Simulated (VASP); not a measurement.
# HfGe with AM05: from relaxation to properties, part 3 of 5

Aim: relax HfGe, then compute properties on the relaxed cell. The cell is invented: it takes the structure of a Materials Project entry for HfTi (space group 187 there), with some of its atoms replaced by other elements, volume scaled by an estimate. It may not be a known or stable phase.

VASP 6.6.1, plane waves and PAW; the level of theory is named at each step.

So far. Step 3 (Relaxing cell and atoms (AM05)): It ends with forces that vanish by symmetry and a pressure of -0.06 GPa. Step 4 (Single point with fields (AM05)): In this run the pressure is -0.06 GPa, small enough to go on. The relaxed cell has a = 3.092, c = 4.428 Å (conventional setting).

**5. Band structure (AM05)**

Level of this step: AM05; plane waves and PAW (Hf_pv, Ge_d); invented cell (VASP).

Levels along the symmetry lines show where the bands peak and cross; KPOINTS_OPT computes them in the converged potential.

INCAR reads:

```
SYSTEM = HfGe
PREC = Accurate
ENCUT = 410
EDIFF = 1E-06
NELM = 100
ISMEAR = 0
SIGMA = 0.05
LREAL = .FALSE.
ALGO = Normal
GGA = AM
NBANDS = 24
LORBIT = 11
LWAVE = .FALSE.
LCHARG = .FALSE.
```

POSCAR reads:

```
HfGe
1.0
    3.0920318168     -0.0000000107      0.0000000000
   -1.5460164272      2.6777780606      0.0000000000
    0.0000000000      0.0000000000      4.4284952924
Hf Ge
1 1
Direct
    0.6666666700      0.3333333300      0.5000000000
    0.3333333300      0.6666666700      0.0000000000
```

KPOINTS reads:

```
Automatic mesh
0
Gamma
8 8 5
0 0 0
```

KPOINTS_OPT reads:

```
Line mode
16
Line-mode
Reciprocal
  0.00000000   0.00000000   0.00000000 GAMMA
  0.50000000   0.00000000   0.00000000 M

  0.50000000   0.00000000   0.00000000 M
  0.33333333   0.33333333   0.00000000 K

  0.33333333   0.33333333   0.00000000 K
  0.00000000   0.00000000   0.00000000 GAMMA

  0.00000000   0.00000000   0.00000000 GAMMA
  0.00000000   0.00000000   0.50000000 A

  0.00000000   0.00000000   0.50000000 A
  0.50000000   0.00000000   0.50000000 L

  0.50000000   0.00000000   0.50000000 L
  0.33333333   0.33333333   0.50000000 H

  0.33333333   0.33333333   0.50000000 H
  0.00000000   0.00000000   0.50000000 A

  0.50000000   0.00000000   0.50000000 L
  0.50000000   0.00000000   0.00000000 M

  0.33333333   0.33333333   0.00000000 K
  0.33333333   0.33333333   0.50000000 H
```

Potentials, in the order of the species: Hf_pv and Ge_d (PBE family, release 64).

Launch:

```sh
mpirun -np 1 vasp_std
```

The program printed:

```text
[... set-up lines as in an earlier step ...]
 entering main loop
       N       E                     dE             d eps       ncg     rms          rms(c)
DAV:   1     0.136503318359E+03    0.13650E+03   -0.10207E+04  1832   0.199E+03
DAV:   2    -0.444900278702E+00   -0.13695E+03   -0.12902E+03  1552   0.468E+02
DAV:   3    -0.160114858889E+02   -0.15567E+02   -0.15464E+02  1808   0.810E+01
DAV:   4    -0.163258948875E+02   -0.31441E+00   -0.31435E+00  1616   0.121E+01
DAV:   5    -0.163292661835E+02   -0.33713E-02   -0.33712E-02  1688   0.146E+00    0.500E+01
DAV:   6    -0.159735322538E+02    0.35573E+00   -0.29693E-01  1688   0.340E+00    0.312E+01
DAV:   7    -0.158692689313E+02    0.10426E+00   -0.36660E-01  1736   0.481E+00    0.180E+00
DAV:   8    -0.158592109087E+02    0.10058E-01   -0.27905E-02  1752   0.138E+00    0.827E-01
DAV:   9    -0.158586754084E+02    0.53550E-03   -0.46279E-03  1800   0.517E-01    0.340E-01
DAV:  10    -0.158586218048E+02    0.53604E-04   -0.19281E-04  1888   0.152E-01    0.581E-02
DAV:  11    -0.158586232604E+02   -0.14556E-05   -0.53754E-06  1904   0.169E-02    0.104E-02
DAV:  12    -0.158586234182E+02   -0.15777E-06   -0.31530E-07   904   0.714E-03
   1 F= -.15858623E+02 E0= -.15858333E+02  d E =-.581301E-03
 Start KPOINTS_OPT (optional k-point list driver)
k-point batch [1-30\144]
       N       E                     dE             ncg
DAV:   1    -0.457068373577E+04   -0.23543E+05     1832
DAV:   2    -0.866477877904E+04   -0.40941E+04     1632
DAV:   3    -0.911014063496E+04   -0.44536E+03     1752
DAV:   4    -0.911861998656E+04   -0.84794E+01     1544
DAV:   5    -0.911870881068E+04   -0.88824E-01     1656
DAV:   6    -0.911871055979E+04   -0.17491E-02     1616
DAV:   7    -0.911871060544E+04   -0.45659E-04     1696
DAV:   8    -0.911871060658E+04   -0.11386E-05     1072
DAV:   9    -0.911871060674E+04   -0.15277E-06      944
[...]
k-point batch [121-144\144]
       N       E                     dE             ncg
DAV:   1     0.170122572083E+04   -0.25798E+05     1480
DAV:   2    -0.160210662227E+04   -0.33033E+04     1392
DAV:   3    -0.197110998654E+04   -0.36900E+03     1312
DAV:   4    -0.197913365199E+04   -0.80237E+01     1312
DAV:   5    -0.197922935380E+04   -0.95702E-01     1336
DAV:   6    -0.197923122610E+04   -0.18723E-02     1312
DAV:   7    -0.197923127408E+04   -0.47982E-04     1336
DAV:   8    -0.197923127532E+04   -0.12356E-05      912
DAV:   9    -0.197923127548E+04   -0.15566E-06      864
```

Run time: 49 s. Hardware: 1 MPI rank of AMD EPYC 7R43, shared host; peak memory 0.12 GiB.

From OUTCAR (step 5):

```text
   k-points           NKPTS =     30   k-points in BZ     NKDIM =     30   number of bands    NBANDS=     24

   NELECT =      24.0000    total number of electrons

 E-fermi :   6.3934

 k-point     1 :       0.0000    0.0000    0.0000
  band No.  band energies     occupation
    ...
      7     -17.8615      2.00000
      8     -17.8615      2.00000
      9      -5.3852      2.00000
     10       3.0559      2.00000
     11       4.2249      2.00000
     12       7.7958      0.00000
     13       7.7958      0.00000
     14      10.7017      0.00000
     15      10.7017      0.00000
     16      12.4499      0.00000
    ...

  Total       -0.0234570     -0.0234570     -0.0029946      0.0000000      0.0000000      0.0000000
  in kB       -1.0249634     -1.0249634     -0.1308499      0.0000002      0.0000000      0.0000000
  external PRESSURE =      -0.7269256 kB  Pullay stress =       0.0000000 kB

 POSITION                                       TOTAL-FORCE (eV/Angst)
 -----------------------------------------------------------------------------------
      1.54602      0.89259      2.21425         0.000000     -0.000000      0.000000
     -0.00000      1.78519      0.00000        -0.000000      0.000000      0.000000
 -----------------------------------------------------------------------------------
    total drift:                                0.000009     -0.000003     -0.000000

  FREE ENERGIE OF THE ION-ELECTRON SYSTEM (eV)
  ---------------------------------------------------
  free  energy   TOTEN  =       -15.8586234182 eV

  energy  without entropy=      -15.8580421167  energy(sigma->0) =      -15.85833277

[... 7 parts as in an earlier step ...]

[... 9 further parts left out ...]
```

Spin-orbit coupling is off here; with elements this heavy it splits and shifts levels by tenths of an eV or more.

Numbers from this step:

- bands: 24
- Fermi energy: 6.393 eV
- pressure: -0.07269 GPa

Electronic bands along the path, in eV, zero at the Fermi level; # counts the bands kept, so #1 is VASP's band 9:

```tsv
point	#1	#2	#3	#4	#5	#6	#7	#8
Γ	-11.78	-3.34	-2.17	1.40	1.40	4.31	4.31	6.06
M	-7.55	-5.23	-2.93	-1.58	3.03	3.33	4.28	5.09
K	-6.61	-4.02	-3.02	-2.26	0.00	1.88	2.22	5.92
Γ	-11.78	-3.34	-2.17	1.40	1.40	4.31	4.31	6.06
A	-10.54	-6.87	-0.26	1.76	1.76	3.40	3.40	7.54
L	-7.76	-4.23	-3.35	-0.11	0.82	1.67	3.81	6.99
H	-7.05	-3.84	-2.17	-2.06	0.11	1.75	4.51	5.21
A	-10.54	-6.87	-0.26	1.76	1.76	3.40	3.40	7.54
jump to L	-7.76	-4.23	-3.35	-0.11	0.82	1.67	3.81	6.99
M	-7.55	-5.23	-2.93	-1.58	3.03	3.33	4.28	5.09
jump to K	-6.61	-4.02	-3.02	-2.26	0.00	1.88	2.22	5.92
H	-7.05	-3.84	-2.17	-2.06	0.11	1.75	4.51	5.21
```

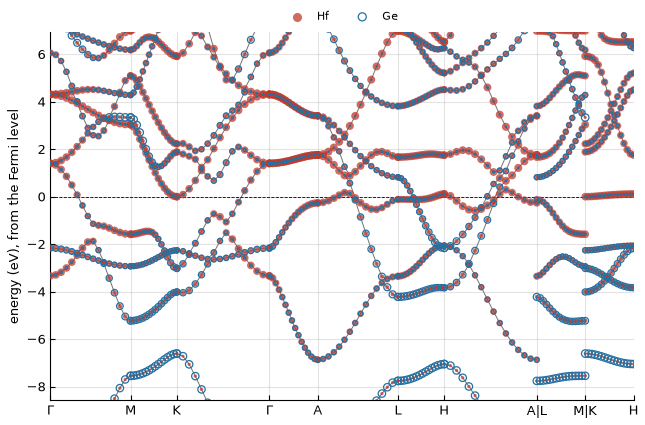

Electronic bands along the path; dots are coloured as in the legend, and their area grows with the weight.

There is no gap at this level.

**6. Total and projected DOS (AM05)**

Here the states are counted by energy and projected on the atoms. The mesh is finer than in the run before.

INCAR: that of step 5 with these lines changed.

```diff
@@ -5,3 +5,3 @@
 NELM = 100
-ISMEAR = 0
+ISMEAR = -5
 SIGMA = 0.05
@@ -14 +14,2 @@
 LCHARG = .FALSE.
+NEDOS = 2001
```

POSCAR is that of step 5.

KPOINTS reads:

```
Automatic mesh
0
Gamma
12 12 8
0 0 0
```

Launch:

```sh
mpirun -np 1 vasp_std
```

The program printed:

```text
[... set-up lines as in an earlier step ...]
 entering main loop
       N       E                     dE             d eps       ncg     rms          rms(c)
DAV:   1     0.134401788128E+03    0.13440E+03   -0.10281E+04  5688   0.200E+03
DAV:   2    -0.942933868359E+00   -0.13534E+03   -0.12838E+03  4976   0.459E+02
DAV:   3    -0.160500962352E+02   -0.15107E+02   -0.15017E+02  5656   0.802E+01
DAV:   4    -0.163435649793E+02   -0.29347E+00   -0.29348E+00  5104   0.118E+01
DAV:   5    -0.163467786385E+02   -0.32137E-02   -0.32157E-02  5368   0.141E+00    0.500E+01
DAV:   6    -0.159897359526E+02    0.35704E+00   -0.30051E-01  5360   0.340E+00    0.311E+01
DAV:   7    -0.158856321931E+02    0.10410E+00   -0.38598E-01  5584   0.490E+00    0.194E+00
DAV:   8    -0.158754816069E+02    0.10151E-01   -0.26657E-02  5600   0.140E+00    0.970E-01
DAV:   9    -0.158745962268E+02    0.88538E-03   -0.53943E-03  5704   0.563E-01    0.389E-01
DAV:  10    -0.158744856262E+02    0.11060E-03   -0.27242E-04  5816   0.163E-01    0.458E-02
DAV:  11    -0.158744870662E+02   -0.14401E-05   -0.81109E-06  6160   0.216E-02    0.164E-02
DAV:  12    -0.158744894915E+02   -0.24252E-05   -0.34097E-07  3040   0.589E-03    0.601E-03
DAV:  13    -0.158744896267E+02   -0.13525E-06   -0.47028E-08  2712   0.187E-03
   1 F= -.15874490E+02 E0= -.15874490E+02  d E =0.000000E+00
 -----------------------------------------------------------------------------
|                                                                             |
|           W    W    AA    RRRRR   N    N  II  N    N   GGGG   !!!           |
|           W    W   A  A   R    R  NN   N  II  NN   N  G    G  !!!           |
|           W    W  A    A  R    R  N N  N  II  N N  N  G       !!!           |
|           W WW W  AAAAAA  RRRRR   N  N N  II  N  N N  G  GGG   !            |
|           WW  WW  A    A  R   R   N   NN  II  N   NN  G    G                |
|           W    W  A    A  R    R  N    N  II  N    N   GGGG   !!!           |
|                                                                             |
|     Tetrahedron method does not include variations of the Fermi             |
|     occupations, so forces and stress will be inaccurate. We suggest        |
|     using a different smearing scheme ISMEAR = 1 or 2 for metals in         |
|     relaxations.                                                            |
|                                                                             |
 -----------------------------------------------------------------------------
```

Wall time 41 s (1 MPI rank); peak memory 0.14 GiB.

OUTCAR, selected parts (step 6):

```text
   k-points           NKPTS =     95   k-points in BZ     NKDIM =     95   number of bands    NBANDS=     24

   NELECT =      24.0000    total number of electrons

 E-fermi :   6.3983

 k-point     1 :       0.0000    0.0000    0.0000
  band No.  band energies     occupation
    ...
      7     -17.8629      2.00000
      8     -17.8629      2.00000
      9      -5.3862      2.00000
     10       3.0600      2.00000
     11       4.2237      2.00000
     12       7.7990      0.00000
     13       7.7990      0.00000
     14      10.7043      0.00000
     15      10.7043      0.00000
     16      12.4522      0.00000
    ...

  Total       -0.1051616     -0.1051616      0.0730116      0.0000000     -0.0000000      0.0000000
  in kB       -4.5950798     -4.5950797      3.1902719      0.0000009     -0.0000000      0.0000000
  external PRESSURE =      -1.9999625 kB  Pullay stress =       0.0000000 kB

 POSITION                                       TOTAL-FORCE (eV/Angst)
 -----------------------------------------------------------------------------------
      1.54602      0.89259      2.21425        -0.000000      0.000000      0.000000
     -0.00000      1.78519      0.00000         0.000000      0.000000      0.000000
 -----------------------------------------------------------------------------------
    total drift:                                0.000009     -0.000003     -0.000000

  FREE ENERGIE OF THE ION-ELECTRON SYSTEM (eV)
  ---------------------------------------------------
  free  energy   TOTEN  =       -15.8744896267 eV

  energy  without entropy=      -15.8744896267  energy(sigma->0) =      -15.87448963

[... 6 parts as in an earlier step ...]

[... 10 further parts left out ...]
```

With tetrahedra the forces and stress of a metal are not exact derivatives of the energy.

Numbers from this step:

- SCF cycles: 13
- irreducible k-points: 95
- free energy (TOTEN): -15.87 eV
- Fermi energy: 6.398 eV
- pressure: -0.2000 GPa
- DOS at the Fermi level: 1.356 states/eV/cell

The density of states has structure finer than the step of the table below, so its rows give means over 2 eV, whole bins alone (the curve runs from -12.0 to 7.98 eV). Peaks (eV: height): total -2.5: 3.15, 1.9: 2.51, 3.7: 2.45, 7.4: 1.85; Hf d -2.5: 0.812, 1.9: 1.33, 3.7: 1.31, 7.4: 0.840; Ge p -3.8: 0.412, -2.5: 0.783, 2.1: 0.286, 7.7: 0.416; Hf p -2.5: 0.284, -0.1: 0.222, 4.1: 0.190, 7.4: 0.133; Ge s -7.7: 0.707, 4.0: 0.188.

States under -12.0 eV and over 8.0 eV are left out. Density of states against energy, zero at the Fermi level; means over each step; values in states/eV/cell:

```tsv
energy (eV)	total	Hf d	Ge p	Hf p	Ge s
-10	0.380	0.00727	0.0101	0.0162	0.185
-8	0.560	0.0321	0.0147	0.0195	0.300
-6	0.109	0.00398	0.0170	0.00640	0.00994
-4	0.864	0.118	0.201	0.0520	0.0307
-2	1.27	0.357	0.264	0.110	0.0235
0	1.21	0.521	0.136	0.0932	0.0169
2	1.48	0.720	0.174	0.0767	0.0352
4	1.55	0.800	0.135	0.129	0.0753
6	1.11	0.559	0.164	0.0684	0.0308
```

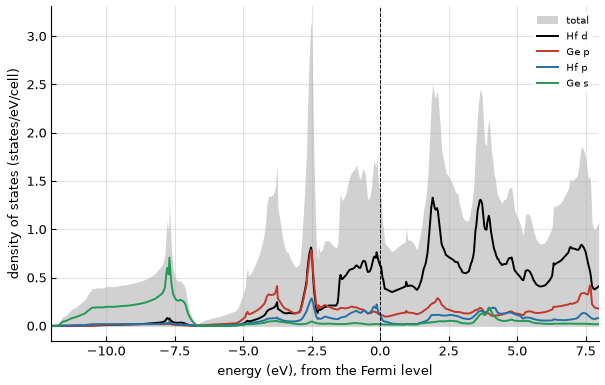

Density of states against energy.

The finer mesh and the other smearing move the Fermi level by +0.00 eV from the 8×8×5 run, a small shift, which tests the Fermi level alone. Of the states within 0.3 eV of the Fermi level, the largest shares in the PAW spheres are Hf d 44 %, Ge p 9 % and Hf p 9 %. The rest lies in smaller channels or between the spheres.

[end of part 3 of 5]

[Lines on the potential files, build, host, timing and source positions are cut from VASP's logs without a mark.]

[Logs are printed without paths, hosts, clocks, repeated set-up lines and the standing remarks that a program may print on its own settings, such as how far it seeks lower states.]

[Hosts, paths, dates, database ids (printed as entryN), source tags and the programs' standing remarks are cut or masked in the printed files.]

[A measured line is paired with the nearest computed mode of its activity, which favours agreement.]
